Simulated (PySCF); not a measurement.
**Two runs on C$_{3}$H$_{8}$O$_{2}$Si**

System: C$_{3}$H$_{8}$O$_{2}$Si, SMILES C=C(OC)O[SiH3].
Method of run A: GIAO HF/pcSseg-1 NMR shielding, non-relativistic, gas phase (PySCF 2.14.0).

The geometry comes from this level: PBE0-D3(BJ)/def2-SVP. Text and figures count atoms from 1; the logs count them from 0 in places.

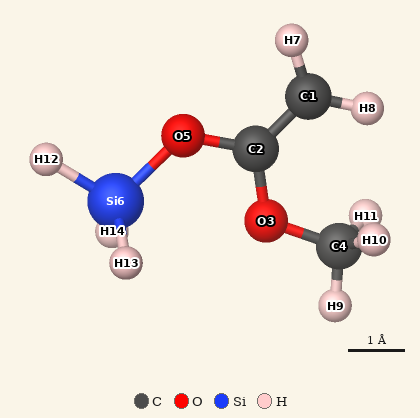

**Figure 1.** The input geometry (ball-and-stick view, seen at a tilt; atoms are numbered from 1 in the order of the input). Bond lengths as drawn: C–C 1.34 Å, C–H 1.09 to 1.10 Å, C–O 1.34 to 1.40 Å, H–Si 1.49 Å and O–Si 1.69 Å.

Input, run A:
```
{"job": {"kind": "nmr", "xc": "HF", "basis": "pcSseg-1", "pop": false}, "charge": 0, "multiplicity": 1}
C     -0.647612     1.220208     1.475430
C     -0.133029     0.379205     0.567706
O     -0.767115    -0.143639    -0.502058
C     -2.102679     0.215297    -0.736239
O      1.126811    -0.063606     0.611467
Si     1.805531    -1.104766    -0.537888
H     -0.013410     1.563145     2.290513
H     -1.676829     1.566456     1.420018
H     -2.416785    -0.308254    -1.647396
H     -2.200594     1.303897    -0.886076
H     -2.749340    -0.090263     0.103658
H      3.199439    -1.285333    -0.051750
H      1.817849    -0.487495    -1.894106
H      1.105893    -2.419811    -0.569314
```

The first line tells a small driver script what to run in PySCF; the rest is the geometry in Å.

Hardware: 1 CPU thread, shared host.

Output (run A):
```
final grid: 110944 points
cycle   1  E = -556.7437988771  dE =  1.035e+00  |g| = 6.870e-01  |ddm| = 3.150e+00
cycle   2  E = -556.8388488913  dE = -9.505e-02  |g| = 3.401e-01  |ddm| = 6.150e-01
cycle   3  E = -556.8597493571  dE = -2.090e-02  |g| = 7.154e-02  |ddm| = 2.140e-01
cycle   4  E = -556.8611916233  dE = -1.442e-03  |g| = 1.680e-02  |ddm| = 7.937e-02
cycle   5  E = -556.8612775707  dE = -8.595e-05  |g| = 5.353e-03  |ddm| = 1.974e-02
cycle   6  E = -556.8612874082  dE = -9.837e-06  |g| = 1.586e-03  |ddm| = 6.714e-03
cycle   7  E = -556.8612891407  dE = -1.733e-06  |g| = 6.904e-04  |ddm| = 3.155e-03
cycle   8  E = -556.8612894430  dE = -3.023e-07  |g| = 2.123e-04  |ddm| = 1.487e-03
cycle   9  E = -556.8612894734  dE = -3.037e-08  |g| = 7.012e-05  |ddm| = 5.090e-04
cycle  10  E = -556.8612894761  dE = -2.762e-09  |g| = 2.936e-05  |ddm| = 1.291e-04
cycle  11  E = -556.8612894765  dE = -3.786e-10  |g| = 8.873e-06  |ddm| = 4.970e-05
converged SCF energy = -556.8612894765

GIAO shielding tensors (ppm)
atom      isotropic    diamagn.    paramagn.     s11        s22        s33       span
  0 C      129.136     255.169    -126.033     57.196    153.854    176.358    119.162
  1 C       23.002     248.647    -225.645    -97.613     75.155     91.465    189.077
  2 O      249.226     406.680    -157.454    155.752    272.755    319.170    163.418
  3 C      140.866     240.578     -99.712    117.635    121.426    183.536     65.901
  4 O      250.685     399.302    -148.617    200.477    257.515    294.064     93.587
  5 Si     434.505     875.235    -440.730    409.948    410.801    482.766     72.818
  6 H       28.019      30.220      -2.201     24.268     27.020     32.770      8.502
  7 H       28.554      31.403      -2.849     24.974     27.205     33.483      8.509
  8 H       27.994      28.597      -0.603     23.545     26.220     34.216     10.671
  9 H       28.432      29.219      -0.787     25.059     26.019     34.219      9.160
 10 H       28.419      29.118      -0.699     25.020     26.004     34.233      9.213
 11 H       27.483      28.850      -1.367     24.059     25.717     32.673      8.614
 12 H       27.372      29.745      -2.373     24.101     26.072     31.941      7.840
 13 H       27.364      29.680      -2.316     24.087     26.071     31.934      7.847
```

For run B the input was changed thus:
```diff
-"xc": "HF"
+"xc": "LDA"
```

How does run B compare with run A?

The total energies belong to different methods, so their difference says nothing on which is more stable or more accurate. The HOMO goes from −8.96 to −5.31 eV. The LUMO goes from 3.78 to −0.65 eV. The dipole moment goes from 2.28 to 2.13 D. Of all shieldings, the largest change is that of Si6, by −80.3 ppm. The method changes from HF to LDA. Exact exchange removes part of the self-interaction error of semilocal functionals, which pushes filled and empty levels apart. The SCF takes 15 iterations against 11.

Output (run B):
```
coarse grid: 12016 points
cycle   1  E = -555.4806092809  dE =  6.562e-01  |g| = 9.012e-01  |ddm| = 3.299e+00
cycle   2  E = -555.0822908452  dE =  3.983e-01  |g| = 1.681e+00  |ddm| = 2.065e+00
cycle   3  E = -555.6250389690  dE = -5.427e-01  |g| = 2.180e-01  |ddm| = 1.579e+00
cycle   4  E = -555.6317176736  dE = -6.679e-03  |g| = 1.147e-01  |ddm| = 2.181e-01
cycle   5  E = -555.6343015287  dE = -2.584e-03  |g| = 3.196e-02  |ddm| = 1.035e-01
cycle   6  E = -555.6345228595  dE = -2.213e-04  |g| = 1.670e-02  |ddm| = 4.254e-02
cycle   7  E = -555.6345826145  dE = -5.976e-05  |g| = 5.714e-03  |ddm| = 1.520e-02
cycle   8  E = -555.6345889896  dE = -6.375e-06  |g| = 7.977e-04  |ddm| = 4.226e-03
final grid: 110944 points
cycle   9  E = -555.6994759591  dE = -3.987e-05  |g| = 5.099e-03  |ddm| = 2.349e-02
cycle  10  E = -555.6994584657  dE =  1.749e-05  |g| = 1.022e-02  |ddm| = 9.761e-03
cycle  11  E = -555.6994804642  dE = -2.200e-05  |g| = 2.123e-03  |ddm| = 8.159e-03
cycle  12  E = -555.6994816363  dE = -1.172e-06  |g| = 2.680e-04  |ddm| = 2.059e-03
cycle  13  E = -555.6994816489  dE = -1.269e-08  |g| = 1.227e-04  |ddm| = 2.978e-04
cycle  14  E = -555.6994816514  dE = -2.437e-09  |g| = 5.062e-05  |ddm| = 1.118e-04
cycle  15  E = -555.6994816519  dE = -4.807e-10  |g| = 8.071e-06  |ddm| = 3.789e-05
converged SCF energy = -555.6994816519

GIAO shielding tensors (ppm)
atom      isotropic    diamagn.    paramagn.     s11        s22        s33       span
  0 C      121.816     256.579    -134.763     59.514    135.873    170.062    110.548
  1 C        9.279     253.329    -244.051    -88.366     53.775     62.427    150.793
  2 O      205.660     403.989    -198.328     94.687    237.260    285.034    190.347
  3 C      124.270     245.532    -121.262     92.780    101.062    178.968     86.188
  4 O      212.992     396.628    -183.636    147.558    229.953    261.464    113.907
  5 Si     354.199     880.540    -526.341    308.591    313.613    440.392    131.800
  6 H       27.339      29.740      -2.401     24.269     26.509     31.241      6.973
  7 H       27.861      30.785      -2.924     24.900     26.324     32.360      7.461
  8 H       26.940      28.367      -1.427     22.983     25.318     32.518      9.536
  9 H       27.369      28.961      -1.592     24.335     24.753     33.019      8.684
 10 H       27.354      28.813      -1.459     24.333     24.699     33.031      8.698
 11 H       25.874      27.953      -2.079     22.633     24.425     30.565      7.931
 12 H       25.609      28.946      -3.338     22.482     24.150     30.194      7.712
 13 H       25.604      28.870      -3.266     22.470     24.156     30.185      7.716
```

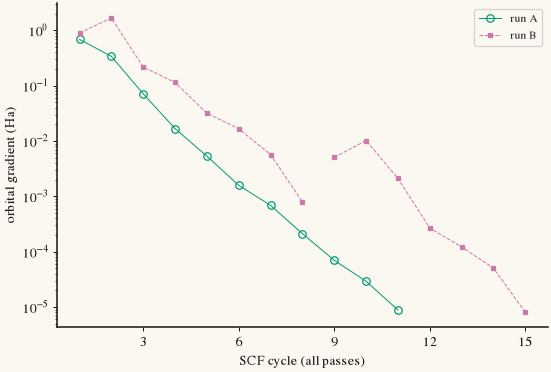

**Figure 2.** Convergence of the two runs: orbital gradient against the SCF cycle. A break in a curve parts two SCF passes (coarse and final grid). Run A takes 11 cycles in all, and run B takes 15.

The two runs side by side:

```csv
quantity,run A,run B
outcome,converged,converged
total energy (hartree),−556.861289,−555.699482
HOMO (eV),−8.96,−5.31
LUMO (eV),3.78,−0.65
dipole moment (D),2.28,2.13
shielding of C1 (ppm),129.1,121.8
shielding of C2 (ppm),23.0,9.3
shielding of O3 (ppm),249.2,205.7
shielding of C4 (ppm),140.9,124.3
shielding of O5 (ppm),250.7,213.0
shielding of Si6 (ppm),434.5,354.2
shielding of H13 (ppm),27.4,25.6
SCF iterations,11,15
basis functions,149,149
wall time (shared host),8.4 s,23 s
```
